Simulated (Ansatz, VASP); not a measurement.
## CuRu: VASP beside Ansatz

Wanted: the spread between two codes on one cell, functional and k mesh. The cell is invented: As first built, before any earlier steps moved the atoms: it takes the CuPd structure with some of its atoms replaced by other elements, volume scaled by an estimate. It may not be a known or stable phase. The cell comes out of the VASP series on this material, whose earlier steps may have relaxed, scaled or displaced it; both programs get it as it stands.

Main program and level: Ansatz 0.2.0; plane waves, with VASP 6.6.1 beside it; zone-centre phonons at PBE.

## (1) Starting point

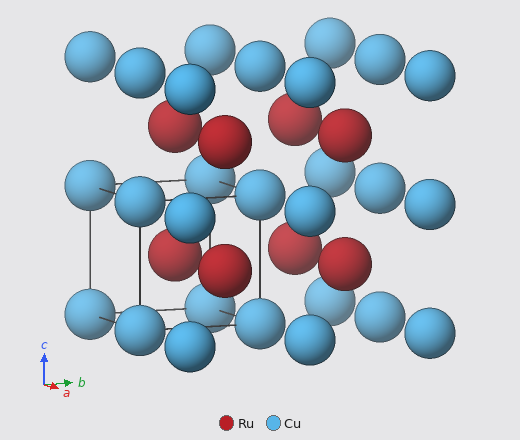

Start, viewed slightly off an axis; ruthenium red, copper blue. 2×2×2 cells are drawn. Some periodic images of atoms are drawn too.

## (2) Ansatz: zone-centre phonons, PBE

Ansatz runs on its default PAW (the set named soft_2) files.

Second derivatives magnify differences that forces hide, and they need a tight electronic threshold.

Contents of input.yaml:

```yaml
crystal:
  lattice:
    - [2.9541331336, 0.0, 0.0]
    - [0.0, 2.9541331336, 0.0]
    - [0.0, 0.0, 2.9541331336]
  atoms:
    - { symbol: Ru, position: [0.5, 0.5, 0.5] }
    - { symbol: Cu, position: [0.0, 0.0, 0.0] }
hamiltonian:
  xc: pbe
  pseudopotentials: { kind: paw }
kpoints:
  mp_grid: { grid: [8, 8, 8] }
scf:
  occupations: { method: methfessel_paxton, width: 0.2 }
phonons:
  method: dfpt
  qpoints: [[0, 0, 0]]
```

Started as:

```sh
$ ansatz run input.yaml --threads 4 --pin off --max-ram 9216MiB --backend cpu --events-out ev --progress --plain --runs-dir out
```

Numbers of over 12 decimals in the logs are rounded to 6 here.

What it wrote:

```text
Engine: ansatz 0.2.0, aarch64-unknown-linux-gnu
Pseudopotentials: kind: paw
Pseudopotential: Ru, paw, valence charge 16, recommended cutoff 420 eV (normal), Ru.paw.azcp
Pseudopotential: Cu, paw, valence charge 19, recommended cutoff 420 eV (normal), Cu.paw.azcp
Functional definition: PBE
  parameter kappa = 0.804
  parameter beta = 0.066725
  exchange = pbe_x(kappa = kappa, mu = beta*pi^2/3)
  correlation = pbe_c(beta = beta)
Crystal: 2 atoms, lattice volume = 25.780 Å³
Basis set: ecut = 420 eV, 485 PW (Γ), exchange–correlation on 40×40×40 points (8 copies of the dense FFT grid, shifted against one another)
Bands: 22, of which v1, the nominal top of the filled ones, is band 18 counted from 1 (17 counted from 0)
Symmetry: 48 space group operations
k-points: 75 of 512 (irreducible under 8 space group operations, time reversal used)
Non-local potential: Ru, projectors of the file, l = 0: 3, l = 1: 2, l = 2: 2, l = 3: 1
Non-local potential: Cu, projectors of the file, l = 0: 3, l = 1: 2, l = 2: 3, l = 3: 1
PAW form: soft (Blöchl's): semilocal exchange-correlation on the pseudo side does not see the compensation charge
PAW one-centre angular grid: Ru, 590 points (default); XC on 64 Gauss nodes
PAW one-centre angular grid: Cu, 590 points (default); XC on 64 Gauss nodes
Initial density: superposition of atomic densities (neutral atoms: chi_scale 0, normalization atom), corrected by the library's trained network
Initial wavefunctions: pseudopotential atomic-orbital guess
Functional: x = pbe(κ = 0.804, μ = 0.219515), c = pbe(β = 0.066725)
SCF iter   1: F=—  HF=-12502.965087 eV  |F-HF|=—  |Δ(HF+E_count)|=         —  Δρ=5.53e-3  dr2=4.77e-3  ethr=1.77e-3  ⟨swp⟩=4.6  Hψ=6099  notcnv=0
preconditioner: auto → none  [metal: Δε(μ)=0.050 eV  Ē_g=8.600 eV  σ=0.200 eV  W_gap=0.21  n_scr=6 (ndim 8)  ℏωp=31.9 eV  f_vac=0.000  D(μ)=3.83/eV (n_scr^D=56)  sad-step TF]
SCF iter   2: F=—  HF=-12502.965775 eV  |F-HF|=—  |Δ(HF+E_count)|=   6.88e-4  S|Δr|=    0.00e0  Δρ=3.37e-3  dr2=2.20e-3  ethr=1.36e-5  ⟨swp⟩=2.1  Hψ=3447  notcnv=0
SCF iter   3: F=—  HF=-12502.965712 eV  |F-HF|=—  |Δ(HF+E_count)|=   6.36e-5  S|Δr|=    0.00e0  Δρ=1.06e-3  dr2=1.77e-4  ethr=6.28e-6  ⟨swp⟩=1.0  Hψ=1644  notcnv=0
SCF iter   4: F=—  HF=-12502.965662 eV  |F-HF|=—  |Δ(HF+E_count)|=   5.02e-5  S|Δr|=    0.00e0  Δρ=2.71e-4  dr2=4.61e-6  ethr=5.07e-7  ⟨swp⟩=2.3  Hψ=2791  notcnv=0
SCF iter   5: F=—  HF=-12502.965680 eV  |F-HF|=—  |Δ(HF+E_count)|=   1.80e-5  S|Δr|=    0.00e0  Δρ=7.62e-5  dr2=8.10e-7  ethr=1.32e-8  ⟨swp⟩=2.0  Hψ=2928  notcnv=0
SCF iter   6: F=—  HF=-12502.965677 eV  |F-HF|=—  |Δ(HF+E_count)|=   2.66e-6  S|Δr|=    0.00e0  Δρ=1.09e-5  dr2=1.33e-8  ethr=2.31e-9  ⟨swp⟩=2.2  Hψ=2176  notcnv=0
SCF iter   7: F=—  HF=-12502.965677 eV  |F-HF|=—  |Δ(HF+E_count)|=  2.84e-10  S|Δr|=    0.00e0  Δρ=2.31e-6  dr2=7.31e-10  ethr=3.79e-11  ⟨swp⟩=2.0  Hψ=2633  notcnv=0
SCF iter   8: F=-12502.965677 eV  HF=-12502.965677 eV  |F-HF|=3.64e-12  |Δ(HF+E_count)|=  1.38e-10  S|Δr|=    0.00e0  Δρ=1.54e-7  dr2=1.85e-12  ethr=1.00e-12  ⟨swp⟩=4.2  Hψ=8759  notcnv=0
SCF 1 converged in 8 iterations: F = -12502.965677 eV  dr2 = 1.85e-12
  greatest PAW one-centre occupation: 1.000 electrons in one spin orbital (limit 2), on the Cu atom at site 1 (counted from 0), in its partial waves of l = 0
DFPT response loops at Γ: preconditioner auto → Kerker (q_TF=auto, 2.871 Å⁻¹) (partly filled bands, converged f_vac=0.000); β = 1.00, the filter's whole step (`scf.mixing.beta` (0.50) is not read by the response loops under this deck's `scf.mixing.preconditioner`; to damp them name `kerker` or `kerker_dos`, under which they read `scf.mixing.beta`, and type it under 1.00, their step now; both keys bind the ground state too); Broyden in place of MSR1
SCF converged after 8 iterations
Stability not checked: this state was not tested for a lower state beside it, because cold or Methfessel-Paxton smearing, or corrected tetrahedra, fill the levels in a way that the test cannot read (fill_not_monotonic; see scf.lower_state_search)
Free energy (F): -12502.965677 eV
Harris-Foulkes:  -12502.965677 eV  (|F-HF|=3.64e-12)
Internal energy: -12502.958763 eV  (E = F + TS)
E sigma→0 (E₀):  -12502.963948 eV
Entropy (-TS):   -0.006914 eV (-3.457 meV/atom)
Fermi energy:    19.910730 eV
--- Per-component energies (eV) ---
  E_band       = -410.181640
  E_kinetic    = 812.885371
  E_local      = -5448.575760  (includes V_loc(G=0)·N_el)
  E_nonlocal   = 728.461444
  E_hartree    = 2257.697485
  E_xc         = -280.055372
  E_vxc        = -354.713465  (∫ρ·V_xc dr)
  E_paw        = -5118.449173  (= ΣΔE_a)
  E_vpaw       = -663.634352  (= ΣTr[D̂ρ^β])
  E_aug_tail   = 0.000141  (compensation charges beyond the density's cutoff)
  E_ewald      = -5454.922901
  E_smearing   = -0.006914  (= −TS)
  E_closure    = -0.000000  (closes the sum)
  Σ components = -12502.965677   (vs F -12502.965677, Δ=0.00e0)
--- Band table (eV; the first three rows and the last of 75) ---
  k-point 0: bands = [... 14 lower, 18.4297, 18.4297, 20.4409, 20.4409, 20.4409, 28.4564, 28.4564, 28.4564]
  k-point 1: bands = [... 14 lower, 18.2868, 18.4983, 20.0466, 20.0466, 20.3710, 27.0434, 29.1855, 29.1855]
  k-point 2: bands = [... 14 lower, 17.8761, 18.6360, 19.2297, 19.2297, 20.1914, 24.6084, 30.9994, 30.9994]
  k-point 74: bands = [... 14 lower, 17.5450, 17.5450, 21.0632, 21.0632, 25.3605, 27.7713, 27.7713, 27.7713]
--- Phonons (Γ-DFPT): 2 representative perturbations + reference, on 75 of 512 k-points (Σ response iterations 6) ---
  k mesh reduced under 8 symmetry operations, with k and −k counted as one. Each operation leaves every solved perturbation unchanged. A smaller set is not used because it would not reduce the number of displacements times k-points to solve
  ASR residual: 1.899e-4 → 0.000e0 eV/Å²; symmetrization residual: 1.176e-5 eV/Å²
  ASR residual per site (eV/Å²): 1.90e-4 2.58e-5
  Γ frequencies (cm⁻¹): 0.00 0.00 0.00 246.13 246.13 246.13
  non-analytic LO–TO correction: not included (Born effective charges unavailable; polar crystals: no LO–TO splitting at Γ)
--- Phonons (arbitrary-q DFPT): 1 explicit q-point ---
  q = [0, 0, 0] (of the zone-centre solve; hermiticity 2.71e-6, symmetrization 1.48e-13): -0.00 -0.00 0.00 246.13 246.13 246.13
  sum rule: each row above includes the acoustic sum rule's correction from the zone centre's row sums; it moved no ω² by more than (0.71 cm⁻¹)²
```

Wall time 3.7 s (4 threads of Arm Neoverse V2, shared host); peak memory 0.43 GiB.

## (3) VASP: zone-centre phonons, PBE

The same cell, functional, mesh and smearing now go to VASP, with its own data sets and cutoff.

Lines of VASP's logs that name or quote its potential files are left out, and so is its time.

Contents of INCAR:

```
SYSTEM = CuRu
PREC = Accurate
ENCUT = 400
EDIFF = 1E-08
NELM = 100
ISMEAR = 1
SIGMA = 0.2
LREAL = .FALSE.
ALGO = Normal
GGA = PE
LORBIT = 11
LWAVE = .FALSE.
LCHARG = .FALSE.
IBRION = 8
ISIF = 2
```

Contents of POSCAR:

```
CuRu
1.0
    2.9541331336      0.0000000000      0.0000000000
    0.0000000000      2.9541331336      0.0000000000
    0.0000000000      0.0000000000      2.9541331336
Ru Cu
1 1
Direct
    0.5000000000      0.5000000000      0.5000000000
    0.0000000000      0.0000000000      0.0000000000
```

Contents of KPOINTS:

```
Automatic mesh
0
Gamma
8 8 8
0 0 0
```

Potentials, in the order of the species: Ru_pv and Cu (PBE family, release 64).

Started as:

```sh
$ mpirun -np 1 vasp_std
```

What it wrote:

```text
[banner, memory and clock lines left out]
running    1 mpi-ranks, on    1 nodes
 distrk:  each k-point on    1 cores,    1 groups
 distr:  one band on    1 cores,    1 groups

 POSCAR found type information on POSCAR RuCu
 POSCAR found :  2 types and       2 ions
 LDA part: xc-table for (Slater+PW92), standard interpolation
 POSCAR, INCAR and KPOINTS ok, starting setup
 FFT: planning ... GRIDC
 FFT: planning ... GRID_SOFT
 FFT: planning ... GRID
 WAVECAR not read
 entering main loop
       N       E                     dE             d eps       ncg     rms          rms(c)
DAV:   1     0.158181540943E+03    0.15818E+03   -0.12726E+04  1232   0.189E+03
DAV:   2    -0.992064510802E+01   -0.16810E+03   -0.16512E+03  1168   0.399E+02
DAV:   3    -0.141745540603E+02   -0.42539E+01   -0.42273E+01  1376   0.734E+01
DAV:   4    -0.142559287742E+02   -0.81375E-01   -0.81255E-01  1456   0.846E+00
DAV:   5    -0.142583360589E+02   -0.24073E-02   -0.24072E-02  1640   0.143E+00    0.157E+01
DAV:   6    -0.157205715922E+02   -0.14622E+01   -0.64752E+01  1200   0.221E+02    0.125E+01
DAV:   7    -0.120739901582E+02    0.36466E+01   -0.13116E+01  1424   0.899E+01    0.166E+00
DAV:   8    -0.120733311320E+02    0.65903E-03   -0.74366E-01  1664   0.223E+01    0.177E+00
DAV:   9    -0.120564619271E+02    0.16869E-01   -0.23161E-01  1464   0.169E+01    0.821E-01
DAV:  10    -0.120459281814E+02    0.10534E-01   -0.42783E-02  1344   0.722E+00    0.667E-02
DAV:  11    -0.120461995130E+02   -0.27133E-03   -0.19011E-03  1728   0.130E+00    0.130E-01
DAV:  12    -0.120459793529E+02    0.22016E-03   -0.12174E-03  1352   0.126E+00    0.304E-02
DAV:  13    -0.120459726976E+02    0.66553E-05   -0.56181E-05  1728   0.186E-01    0.102E-02
DAV:  14    -0.120459718432E+02    0.85438E-06   -0.24404E-06  1784   0.447E-02    0.369E-03
DAV:  15    -0.120459716552E+02    0.18802E-06   -0.96634E-07  1640   0.314E-02    0.665E-04
DAV:  16    -0.120459716166E+02    0.38601E-07   -0.79378E-08  1632   0.670E-03    0.194E-04
DAV:  17    -0.120459716256E+02   -0.89622E-08   -0.12840E-09   784   0.943E-04
   1 F= -.12045972E+02 E0= -.12043604E+02  d E =-.710381E-02
 Linear response reoptimize wavefunctions to high precision
DAV:   1    -0.120459716209E+02    0.46225E-08   -0.52406E-10   912   0.504E-04
DAV:   2    -0.120459716209E+02    0.42292E-10   -0.19223E-10   656   0.171E-04
 Linear response DOF=           2
 Linear response progress:
  Degree of freedom:   1/  2
       N       E                     dE             d eps       ncg     rms          rms(c)
RMM:   1    -0.549673893663E+00   -0.54967E+00    0.36888E+00  2638   0.638E+01
RMM:   2    -0.646089391082E+00   -0.96415E-01   -0.35564E-01  3810   0.496E+00    0.127E-01
RMM:   3    -0.648767451396E+00   -0.26781E-02   -0.12716E-02  3870   0.964E-01    0.442E-02
RMM:   4    -0.648670374077E+00    0.97077E-04   -0.82297E-04  4255   0.229E-01    0.229E-02
RMM:   5    -0.648410674791E+00    0.25970E-03   -0.13137E-04  4415   0.857E-02    0.833E-03
RMM:   6    -0.648376552069E+00    0.34123E-04   -0.15953E-05  4094   0.302E-02    0.548E-03
RMM:   7    -0.648368257857E+00    0.82942E-05   -0.43829E-06  3832   0.181E-02    0.187E-03
RMM:   8    -0.648365189124E+00    0.30687E-05   -0.19728E-06  4694   0.739E-03    0.965E-04
RMM:   9    -0.648365847104E+00   -0.65798E-06   -0.73807E-07  4681   0.285E-03    0.516E-04
RMM:  10    -0.648367042576E+00   -0.11955E-05   -0.45948E-07  4662   0.146E-03    0.101E-04
RMM:  11    -0.648367048964E+00   -0.63885E-08   -0.11805E-07  4422   0.826E-04    0.675E-05
RMM:  12    -0.648367456108E+00   -0.40714E-06   -0.19287E-07  4768   0.488E-04    0.133E-05
RMM:  13    -0.648367539938E+00   -0.83831E-07    0.88466E-09  4508   0.328E-04    0.791E-06
RMM:  14    -0.648367558033E+00   -0.18094E-07   -0.11624E-07  4687   0.246E-04    0.823E-06
RMM:  15    -0.648367611975E+00   -0.53943E-07    0.39416E-08  4822   0.200E-04    0.140E-06
RMM:  16    -0.648367609180E+00    0.27948E-08   -0.58700E-08  4446   0.171E-04    0.204E-06
 first order change of Fermi-energy  -0.50886E-02
 force on displaced ion       1 direction 1 :  -8.767  -0.000  -0.000
 Linear response progress:
  Degree of freedom:   2/  2
       N       E                     dE             d eps       ncg     rms          rms(c)
RMM:   1    -0.240540237201E+00   -0.24054E+00   -0.19861E-01  4236   0.101E+01
RMM:   2    -0.235979765348E+00    0.45605E-02   -0.77504E-03  3334   0.146E+00    0.156E-01
RMM:   3    -0.236233516101E+00   -0.25375E-03   -0.14457E-03  3680   0.331E-01    0.957E-02
RMM:   4    -0.236439985062E+00   -0.20647E-03   -0.56828E-04  3697   0.204E-01    0.181E-02
RMM:   5    -0.236387002793E+00    0.52982E-04   -0.47131E-05  3540   0.565E-02    0.856E-03
RMM:   6    -0.236409526239E+00   -0.22523E-04   -0.51098E-06  3309   0.253E-02    0.542E-03
RMM:   7    -0.236414954320E+00   -0.54281E-05   -0.49721E-07  3190   0.165E-02    0.237E-03
RMM:   8    -0.236400384927E+00    0.14569E-04   -0.59799E-07  3792   0.550E-03    0.755E-04
RMM:   9    -0.236397774890E+00    0.26100E-05   -0.69457E-08  4151   0.157E-03    0.329E-04
RMM:  10    -0.236395309488E+00    0.24654E-05   -0.22946E-08  4093   0.848E-04    0.113E-04
RMM:  11    -0.236395946499E+00   -0.63701E-06   -0.11830E-08  4090   0.392E-04    0.253E-05
RMM:  12    -0.236395774120E+00    0.17238E-06   -0.86299E-09  4543   0.168E-04    0.115E-05
RMM:  13    -0.236395849860E+00   -0.75741E-07   -0.84621E-09  4302   0.966E-05    0.226E-06
RMM:  14    -0.236395852940E+00   -0.30795E-08   -0.81799E-09  4374   0.712E-05    0.806E-07
 first order change of Fermi-energy   0.51988E-02
 force on displaced ion       2 direction 1 :  -8.738   0.000   0.000
 Linear response finished
```

From OUTCAR (step 3):

```text
ion  position               nearest neighbor table
   1  0.500  0.500  0.500-   2 2.56   2 2.56   2 2.56   2 2.56   2 2.56   2 2.56   2 2.56   2 2.56

  LATTYP: Found a simple cubic cell.
 ALAT       =     2.9541331336

 Subroutine GETGRP returns: Found 48 space group operations
 (whereof 48 operations were pure point group operations)

The static configuration has the point symmetry O_h .

 Found     35 irreducible k-points:

   k-points           NKPTS =     35   k-points in BZ     NKDIM =     35   number of bands    NBANDS=     16

   dimension x,y,z NGX =    20 NGY =   20 NGZ =   20
   dimension x,y,z NGXF=    40 NGYF=   40 NGZF=   40

   ENCUT  =  400.0 eV  29.40 Ry    5.42 a.u.   4.82  4.82  4.82*2*pi/ulx,y,z

   NELECT =      25.0000    total number of electrons

 k-points in reciprocal lattice and weights: Automatic mesh
   0.00000000  0.00000000  0.00000000       0.002
   0.12500000  0.00000000  0.00000000       0.012
   0.25000000  0.00000000  0.00000000       0.012
   0.37500000  0.00000000  0.00000000       0.012
   0.50000000  0.00000000  0.00000000       0.006
   0.12500000  0.12500000  0.00000000       0.023
   0.25000000  0.12500000  0.00000000       0.047
   0.37500000  0.12500000  0.00000000       0.047
   0.50000000  0.12500000  0.00000000       0.023
[...]
0.50000000  0.50000000  0.37500000       0.012
   0.50000000  0.50000000  0.50000000       0.002

 average (electrostatic) potential at core
       1 -69.6388       2 -61.5907

  Total        0.0133651      0.0133651      0.0133651      0.0000000      0.0000000     -0.0000000
  in kB        0.8306002      0.8306002      0.8306002      0.0000000      0.0000000     -0.0000000
  external PRESSURE =       0.8306002 kB  Pullay stress =       0.0000000 kB

  energy-cutoff  :      400.00
  volume of cell :       25.78
      direct lattice vectors                 reciprocal lattice vectors
     2.954133134  0.000000000  0.000000000     0.338508779  0.000000000  0.000000000
     0.000000000  2.954133134  0.000000000     0.000000000  0.338508779  0.000000000
     0.000000000  0.000000000  2.954133134     0.000000000  0.000000000  0.338508779

 POSITION                                       TOTAL-FORCE (eV/Angst)
 -----------------------------------------------------------------------------------
      1.47707      1.47707      1.47707         0.000000      0.000000      0.000000
      0.00000      0.00000      0.00000         0.000000      0.000000      0.000000
 -----------------------------------------------------------------------------------
    total drift:                               -0.000000      0.000000      0.000000

 Eigenvectors and eigenvalues of the dynamical matrix
 ----------------------------------------------------

   1 f  =    7.403317 THz    46.516410 2PiTHz  246.948061 cm-1    30.617644 meV
             X         Y         Z           dx          dy          dz
      1.477067  1.477067  1.477067    -0.000000    0.621943    0.000000
      0.000000  0.000000  0.000000     0.000000   -0.783062    0.000000

   2 f  =    7.403317 THz    46.516410 2PiTHz  246.948061 cm-1    30.617644 meV
             X         Y         Z           dx          dy          dz
      1.477067  1.477067  1.477067     0.621943    0.000000    0.000000
      0.000000  0.000000  0.000000    -0.783062   -0.000000   -0.000000

   3 f  =    7.403317 THz    46.516410 2PiTHz  246.948061 cm-1    30.617644 meV
             X         Y         Z           dx          dy          dz
      1.477067  1.477067  1.477067     0.000000   -0.000000   -0.621943
      0.000000  0.000000  0.000000    -0.000000    0.000000    0.783062

   4 f/i=    0.005989 THz     0.037630 2PiTHz    0.199770 cm-1     0.024768 meV
             X         Y         Z           dx          dy          dz
      1.477067  1.477067  1.477067    -0.160057    0.704652   -0.301718
      0.000000  0.000000  0.000000    -0.127124    0.559666   -0.239638

   5 f/i=    0.005989 THz     0.037630 2PiTHz    0.199770 cm-1     0.024768 meV
             X         Y         Z           dx          dy          dz
      1.477067  1.477067  1.477067     0.459580    0.334899    0.538345
      0.000000  0.000000  0.000000     0.365019    0.265992    0.427578

   6 f/i=    0.005989 THz     0.037630 2PiTHz    0.199770 cm-1     0.024768 meV
             X         Y         Z           dx          dy          dz
      1.477067  1.477067  1.477067    -0.613477    0.067042    0.482014
      0.000000  0.000000  0.000000    -0.487251    0.053248    0.382837

 ELASTIC MODULI CONTR FROM IONIC RELAXATION (kBar)
 Direction    XX          YY          ZZ          XY          YZ          ZX
 --------------------------------------------------------------------------------
 XX           0.0000      0.0000      0.0000      0.0000      0.0000      0.0000
 YY           0.0000      0.0000      0.0000      0.0000      0.0000      0.0000
 ZZ           0.0000      0.0000      0.0000      0.0000      0.0000      0.0000
 XY           0.0000      0.0000      0.0000      0.0000      0.0000      0.0000
 YZ           0.0000      0.0000      0.0000      0.0000      0.0000      0.0000
 ZX           0.0000      0.0000      0.0000      0.0000      0.0000      0.0000
 --------------------------------------------------------------------------------
```

## (4) Comparison

Known differences besides the PAW data sets themselves: the data sets hold 35 valence electrons in Ansatz (default PAW (the set named soft_2) files) and 25 in VASP; the cutoff is 420 eV in Ansatz and 400 eV in VASP; VASP leaves aspherical gradient terms in its spheres out (LASPH is not set), Ansatz keeps them. Total energies have different zeros and are not compared.

Compared:

| quantity | Ansatz | VASP | difference |
| --- | --- | --- | --- |
| mode 4 to 6 (cm⁻¹) | 246.1 | 246.9 | -0.33 % |

## (5) Results

- difference in mode 4 to 6 (zone-centre phonons, PBE): -0.33 %

In words: The difference in mode 4 to 6 is -0.33 % (zone-centre phonons, PBE), within the 3 % picked in this series as the mark of a large difference. How closely two codes agree says nothing of how well the functional describes the real material.

[Lines on the potential files, build, host, timing and source positions are cut from VASP's logs without a mark.]

[Logs are printed without paths, hosts, clocks, repeated set-up lines and the standing remarks that a program may print on its own settings, such as how far it seeks lower states.]

[Hosts, paths, dates, database ids (printed as entryN), source tags and the programs' standing remarks are cut or masked in the printed files.]
